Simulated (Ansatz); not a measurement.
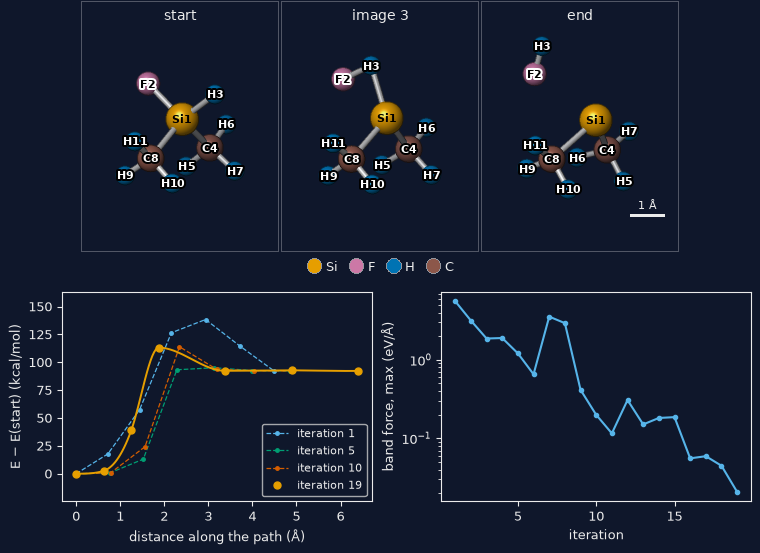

NEB run on C$_{2}$H$_{7}$FSi. Images are numbered from 0 (start) to 6 (end). The plot follows the band through its iterations. A ball-and-stick model, seen from a free direction.

All numbers below come from RHF/6-31G* in Ansatz. Settings: 5 movable images; climbing image; force threshold 0.03 eV/Å; iteration limit 60; starting path through a guess of the saddle point.

> Did the band converge, and can the barrier be trusted?

The run is converged, with reservations. The band converged in 19 iterations. The largest component of the band force went from 5.6 to 0.021 eV/Å. The climbing image converged on the top of the path. Its vibrational analysis gives one imaginary mode (1762i cm⁻¹), as a transition state must have. The first iteration put the highest image at 138.4 kcal/mol. The highest point, image 3, lies 113.1 kcal/mol above the start and 20.9 kcal/mol above the end; the end is at +92.2 kcal/mol relative to the start.

Limits of the set-up: Hartree-Fock leaves out electron correlation.

Cost: 110 s on 1 thread of Arm Neoverse V2, on a shared host, peak memory 0.14 GiB.
